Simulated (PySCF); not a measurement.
SMILES CC(C)[SiH2][SiH2]N at its GFN2-xTB optimised geometry (Å):

```
19

C      1.8769    -0.9791     2.8126
C      2.3018    -0.0727     1.6617
C      1.8833     1.3667     1.9456
Si     1.5733    -0.6845     0.0000
Si    -0.7337    -0.6845     0.0000
N     -1.2397     0.9682     0.0000
H      2.1883    -2.0063     2.6326
H      2.3228    -0.6493     3.7512
H      0.7947    -0.9653     2.9309
H      3.3957    -0.0999     1.6020
H      2.2243     2.0314     1.1540
H      2.3080     1.7159     2.8870
H      0.7995     1.4427     2.0121
H      2.1694     0.1610    -1.0524
H      2.1204    -2.0314    -0.2340
H     -1.2790    -1.4673    -1.1287
H     -1.3924    -1.2225     1.1979
H     -0.7981     1.6139    -0.6346
H     -2.2243     1.1756     0.0544
```

Level of theory: PBE/def2-SVP in PySCF.

Map of the log10 of the electron density (e/bohr³), floored at −4 on the plane z = 0.8 Å:

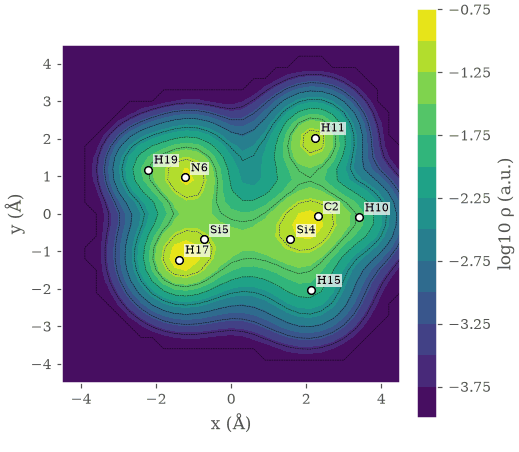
*Log10 of the electron density (e/bohr³), floored at −4 on the plane z = 0.8 Å.*
